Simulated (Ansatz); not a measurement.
The starting structures come from a database of crystals and need not be the phases stable at ambient conditions.

 Where the default PAW files enter, the runs use the earlier of Ansatz's two default sets.

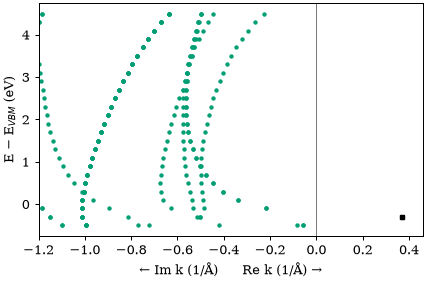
Complex bands at the centre of the two-dimensional zone; r2SCAN (Ansatz, a quantum-chemistry and plane-wave program)

The gap is the functional's own. No spin-orbit coupling. Mid-gap values are interpolated on the energy grid.

This is Cs2H6Pt (Fm-3m, not sure to be the ambient phase, 9 atoms a cell, 20.1 Å³ an atom) along the normal of (111). Read off the slowest decay at the centre of the two-dimensional zone at 2.10 eV, the computed energy nearest the middle of the gap.

κ ≈ 0.47 1/Å, a decay length 1/(2κ) of the density of 1.1 Å.
